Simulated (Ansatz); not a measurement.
**Si2NH7O (SMILES N[SiH2]O[SiH3]): a chain of runs**

We compute a series of 40 runs (CAM-B3LYP/cc-pVDZ, HF/cc-pVDZ, RPA@PBE/cc-pVDZ, MP2/cc-pVDZ) of H7NOSi2. 

Program for the calculation: Ansatz 0.2.0.

### Step 1. The molecule

Si2NH7O has 11 atoms, charge 0, and is taken as a singlet. SMILES: `N[SiH2]O[SiH3]`. The H6–N1 distance was set to 0.805 Å, away from the relaxed value.

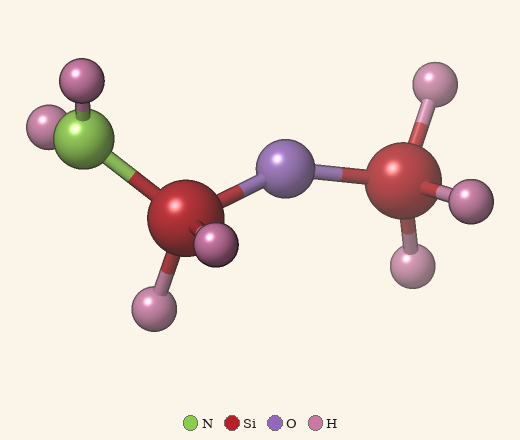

The structure, seen from a chosen angle (nitrogen green, silicon red, oxygen purple, hydrogen pink).

### Step 2. Energy and forces at CAM-B3LYP/cc-pVDZ (run 1)

The input, job.yaml:

```yaml
crystal:
  periodic: [false, false, false]
  atoms:
    - {symbol: "N", position_ang: [-0.352119, 2.381517, -0.360649]}
    - {symbol: Si, position_ang: [-0.734419, 0.724517, -0.404549]}
    - {symbol: O, position_ang: [0.518181, -0.266183, -0.032749]}
    - {symbol: Si, position_ang: [1.078081, -1.780283, 0.191851]}
    - {symbol: H, position_ang: [-0.244419, 2.870017, 0.512751]}
    - {symbol: H, position_ang: [0.078500, 2.726700, -0.947100]}
    - {symbol: H, position_ang: [-1.808019, 0.486917, 0.591451]}
    - {symbol: H, position_ang: [-1.168719, 0.402717, -1.786049]}
    - {symbol: H, position_ang: [0.943481, -2.576683, -1.056949]}
    - {symbol: H, position_ang: [2.510881, -1.702183, 0.570251]}
    - {symbol: H, position_ang: [0.320781, -2.460783, 1.276051]}
basis:
  gaussian: {orbitals: cc-pVDZ}
hamiltonian: {xc: {name: CAM-B3LYP}}
output: {forces: true}
```

Launch:

```sh
$ ansatz run job.yaml --threads 1 --pin off --max-ram 2610MiB --events-out events.jsonl --progress --plain --runs-dir runs
```

Output:

```text
Warning: RAYON_NUM_THREADS=1 ignored (pool sized by the plan → 1); use --threads N
[... 18 lines left out ...]
Total energy: -19405.84844249 eV, -713.1517765050 hartree
[... 11 lines left out ...]
Dipole moment:     0.092147     0.209169     0.044204 e Å
```

Run time: 8.7 s. Hardware: 1 thread of Arm Neoverse N1, shared host; peak memory 0.21 GiB.

### Step 3. The distorted shape: a single-point energy at CAM-B3LYP/cc-pVDZ (run 2)

The input, job.yaml:

```yaml
crystal:
  periodic: [false, false, false]
  atoms:
    - {symbol: "N", position_ang: [-0.405966, 2.338353, -0.287316]}
    - {symbol: Si, position_ang: [-0.788266, 0.681353, -0.331216]}
    - {symbol: O, position_ang: [0.464334, -0.309347, 0.040584]}
    - {symbol: Si, position_ang: [1.024234, -1.823447, 0.265184]}
    - {symbol: H, position_ang: [-0.298266, 2.826853, 0.586084]}
    - {symbol: H, position_ang: [0.078500, 2.726700, -0.947100]}
    - {symbol: H, position_ang: [-1.861866, 0.443753, 0.664784]}
    - {symbol: H, position_ang: [-1.222566, 0.359553, -1.712716]}
    - {symbol: H, position_ang: [0.889634, -2.619847, -0.983616]}
    - {symbol: H, position_ang: [2.457034, -1.745347, 0.643584]}
    - {symbol: H, position_ang: [0.266934, -2.503947, 1.349384]}
basis:
  gaussian:
    orbitals: cc-pVDZ
hamiltonian:
  xc: {name: CAM-B3LYP}
```

Launch:

```sh
$ ansatz run job.yaml --threads 1 --pin off --max-ram 2610MiB --events-out events.jsonl --progress --plain --runs-dir runs
```

Output:

```text
Warning: RAYON_NUM_THREADS=1 ignored (pool sized by the plan → 1); use --threads N
Functional definition: CAM-B3LYP
  name "CAM-B3LYP"
  parameter alpha = 0.19
  parameter beta = 0.46
  parameter omega = 0.33/bohr
  parameter ac = 0.81
  exchange = (1 - alpha - beta)*b88_x + beta*b88_x_sr(omega) + alpha*exact_x + beta*exact_x_lr(omega)
  correlation = (1 - ac)*vwn5_c + ac*lyp_c
928 factors; integrals over basis functions are off by at most 1.2e-3 eV
334 factors; integrals over basis functions are off by at most 1.3e-5 eV
mean field evaluation 1: about -19399.7089 eV, gradient 6.4e1 eV
mean field evaluation 2: about -19395.6508 eV, gradient 7.9e1 eV
mean field evaluation 4: about -19406.9625 eV, gradient 3.4e0 eV
mean field evaluation 8: about -19407.1259 eV, gradient 8.3e-2 eV
mean field evaluation 16: about -19407.1259 eV, gradient 4.6e-5 eV
mean field -19407.12588275 eV, -713.1987215686 hartree, gradient 4.6e-5 eV, S^2 0.000000; 0 other end points of the search recorded, 0 dependent functions left out
reference -19407.12603094 eV, -713.1987270145 hartree; 25, 25 occupied and 74, 74 virtual orbitals, 928 factors
Total energy: -19407.12603094 eV, -713.1987270145 hartree
```

It took 6.6 s on 1 thread of Arm Neoverse N1, shared host; peak memory 0.21 GiB.

Runs 3 to 35 aren't shown in full; the table further down has their settings and results.

### Step 4. The distorted shape: energy and gradient at MP2/cc-pVDZ (run 36)

The input, molecule.yaml:

```yaml
crystal:
  periodic: [false, false, false]
  atoms:
    - symbol: N
      position_ang: [-0.728943, 2.079455, 0.152541]
    - symbol: Si
      position_ang: [-1.111243, 0.422455, 0.108641]
    - symbol: O
      position_ang: [0.141357, -0.568245, 0.480441]
    - symbol: Si
      position_ang: [0.701257, -2.082345, 0.705041]
    - symbol: H
      position_ang: [-0.621243, 2.567955, 1.025941]
    - symbol: H
      position_ang: [0.078500, 2.726700, -0.947100]
    - symbol: H
      position_ang: [-2.184843, 0.184855, 1.104641]
    - symbol: H
      position_ang: [-1.545543, 0.100655, -1.272859]
    - symbol: H
      position_ang: [0.566657, -2.878745, -0.543759]
    - symbol: H
      position_ang: [2.134057, -2.004245, 1.083441]
    - symbol: H
      position_ang: [-0.056043, -2.762845, 1.789241]
basis:
  gaussian: {orbitals: cc-pVDZ}
correlation: {method: mp2}
output: {forces: true}
```

Launch:

```sh
$ ansatz run molecule.yaml --threads 1 --pin off --max-ram 2610MiB --events-out events.jsonl --progress --plain --runs-dir runs
```

Output:

```text
Warning: RAYON_NUM_THREADS=1 ignored (pool sized by the plan → 1); use --threads N
[... 11 lines left out ...]
12 core orbitals not correlated: weight in the atoms' cores, before any rotation towards them, 1.000 or more for the frozen orbitals, at most 0.000 for the correlated occupied ones
[... 3 lines left out ...]
Total energy: -19369.75164781 eV, -711.8252437678 hartree
[... 11 lines left out ...]
Dipole moment:     0.135232     0.260599    -0.008811 e Å
```

Wall time 6.9 s (1 thread of Arm Neoverse N1, shared host); peak memory 0.2 GiB.

Runs 37 to 39 aren't shown in full; the table further down has their settings and results.

### Step 5. The distorted shape: energy and forces at MP2/cc-pVDZ (run 40)

The input, in.yaml:

```yaml
crystal:
  periodic: [false, false, false]
  atoms:
    - symbol: "N"
      position_ang: [-1.536386, 1.432211, 1.252182]
    - symbol: Si
      position_ang: [-1.918686, -0.224789, 1.208282]
    - symbol: O
      position_ang: [-0.666086, -1.215489, 1.580082]
    - symbol: Si
      position_ang: [-0.106186, -2.729589, 1.804682]
    - symbol: H
      position_ang: [-1.428686, 1.920711, 2.125582]
    - symbol: H
      position_ang: [0.078500, 2.726700, -0.947100]
    - symbol: H
      position_ang: [-2.992286, -0.462389, 2.204282]
    - symbol: H
      position_ang: [-2.352986, -0.546589, -0.173218]
    - symbol: H
      position_ang: [-0.240786, -3.525989, 0.555882]
    - symbol: H
      position_ang: [1.326614, -2.651489, 2.183082]
    - symbol: H
      position_ang: [-0.863486, -3.410089, 2.888882]
basis:
  gaussian: {orbitals: cc-pVDZ}
correlation: {method: mp2}
output: {forces: true}
```

Launch:

```sh
$ ansatz run in.yaml --threads 1 --pin off --max-ram 2610MiB --events-out events.jsonl --progress --plain --runs-dir runs
```

Output:

```text
Warning: RAYON_NUM_THREADS=1 ignored (pool sized by the plan → 1); use --threads N
[... 13 lines left out ...]
12 core orbitals not correlated: weight in the atoms' cores, before any rotation towards them, 1.000 or more for the frozen orbitals, at most 0.000 for the correlated occupied ones
[... 3 lines left out ...]
Total energy: -19365.69956970 eV, -711.6763326438 hartree
[... 11 lines left out ...]
Dipole moment:     0.231137     0.280924    -0.097242 e Å
```

Wall time 13 s (1 thread of Arm Neoverse N1, shared host); peak memory 0.2 GiB.

### Step 6. All runs side by side

| run | level | task | frozen core orbitals | bond length | energy (Eh) | wall time |
| --- | --- | --- | --- | --- | --- | --- |
| 1 | CAM-B3LYP/cc-pVDZ | gradient | – | 0.8053 | -713.151777 | 8.7 s |
| 2 | CAM-B3LYP/cc-pVDZ | energy | – | 0.906 | -713.198727 | 6.6 s |
| 3 | CAM-B3LYP/cc-pVDZ | gradient | – | 1.0067 | -713.211209 | 8.7 s |
| 4 | CAM-B3LYP/cc-pVDZ | gradient | – | 1.1073 | -713.205185 | 8.7 s |
| 5 | CAM-B3LYP/cc-pVDZ | energy | – | 1.2583 | -713.179787 | 6.9 s |
| 6 | CAM-B3LYP/cc-pVDZ | energy | – | 1.51 | -713.125110 | 7.2 s |
| 7 | CAM-B3LYP/cc-pVDZ | energy | – | 1.7617 | -713.073781 | 7.5 s |
| 8 | CAM-B3LYP/cc-pVDZ | energy | – | 2.0134 | -713.031253 | 8.1 s |
| 9 | CAM-B3LYP/cc-pVDZ | energy | – | 2.5167 | -712.971373 | 7.8 s |
| 10 | CAM-B3LYP/cc-pVDZ | energy | – | 3.02 | -712.936059 | 8.4 s |
| 11 | HF/cc-pVDZ | gradient | – | 0.8053 | -711.300858 | 3.6 s |
| 12 | HF/cc-pVDZ | energy | – | 0.906 | -711.346430 | 2.3 s |
| 13 | HF/cc-pVDZ | energy | – | 1.0067 | -711.356925 | 2.3 s |
| 14 | HF/cc-pVDZ | energy | – | 1.1073 | -711.348480 | 2.2 s |
| 15 | HF/cc-pVDZ | energy | – | 1.2583 | -711.318998 | 2.1 s |
| 16 | HF/cc-pVDZ | gradient | – | 1.51 | -711.257199 | 3.3 s |
| 17 | HF/cc-pVDZ | gradient | – | 1.7617 | -711.198907 | 3.6 s |
| 18 | HF/cc-pVDZ | gradient | – | 2.0134 | -711.149722 | 3.6 s |
| 19 | HF/cc-pVDZ | energy | – | 2.5167 | -711.077754 | 2.9 s |
| 20 | HF/cc-pVDZ | gradient | – | 3.02 | -711.032640 | 4.5 s |
| 21 | RPA@PBE/cc-pVDZ | energy | 12 | 0.8053 | -712.189844 | 8.4 s |
| 22 | RPA@PBE/cc-pVDZ | energy | 12 | 0.906 | -712.239415 | 8.7 s |
| 23 | RPA@PBE/cc-pVDZ | energy | 12 | 1.0067 | -712.253753 | 8.7 s |
| 24 | RPA@PBE/cc-pVDZ | energy | 12 | 1.1073 | -712.249130 | 8.4 s |
| 25 | RPA@PBE/cc-pVDZ | energy | 12 | 1.2583 | -712.225539 | 8.1 s |
| 26 | RPA@PBE/cc-pVDZ | energy | 12 | 1.51 | -712.174583 | 8.7 s |
| 27 | RPA@PBE/cc-pVDZ | energy | 12 | 1.7617 | -712.129039 | 11 s |
| 28 | RPA@PBE/cc-pVDZ | energy | 12 | 2.0134 | -712.094653 | 14 s |
| 29 | RPA@PBE/cc-pVDZ | energy | 12 | 2.5167 | -712.057405 | 23 s |
| 30 | RPA@PBE/cc-pVDZ | energy | 12 | 3.02 | -712.050070 | 35 s |
| 31 | MP2/cc-pVDZ | energy | 12 | 0.8053 | -711.851355 | 2.6 s |
| 32 | MP2/cc-pVDZ | energy | 12 | 0.906 | -711.899576 | 2.7 s |
| 33 | MP2/cc-pVDZ | energy | 12 | 1.0067 | -711.912580 | 2.7 s |
| 34 | MP2/cc-pVDZ | gradient | 12 | 1.1073 | -711.906578 | 6.6 s |
| 35 | MP2/cc-pVDZ | energy | 12 | 1.2583 | -711.880724 | 2.8 s |
| 36 | MP2/cc-pVDZ | gradient | 12 | 1.51 | -711.825244 | 6.9 s |
| 37 | MP2/cc-pVDZ | energy | 12 | 1.7617 | -711.774318 | 3.3 s |
| 38 | MP2/cc-pVDZ | gradient | 12 | 2.0134 | -711.734201 | 9.9 s |
| 39 | MP2/cc-pVDZ | energy | 12 | 2.5167 | -711.686973 | 6.3 s |
| 40 | MP2/cc-pVDZ | gradient | 12 | 3.02 | -711.676333 | 13 s |

### Step 7. Results

| quantity | value |
| --- | --- |
| distorted shape, run 40: total energy | -711.67633 Eh |
| distorted shape, run 40: dipole moment (correlated density) | 1.81 D |
| distorted shape, run 40: correlation energy (12 core orbitals frozen) | -643.7 mEh |
| distorted shape, run 40: largest force on an atom | 1.626 eV/Å |

In runs 28, 29, 30, 36, 37, 38, 39, 40 the log says that unrestricted orbitals would lower the reference, so the values rest on an unstable closed-shell determinant (other closed-shell runs at this shape may share the fault). In runs 7, 8, 9, 10, 17, 18, 19, 20 and more a closed-shell determinant meets a far-stretched bond, which it describes badly. All runs together took 5 min, the longest 35 s.
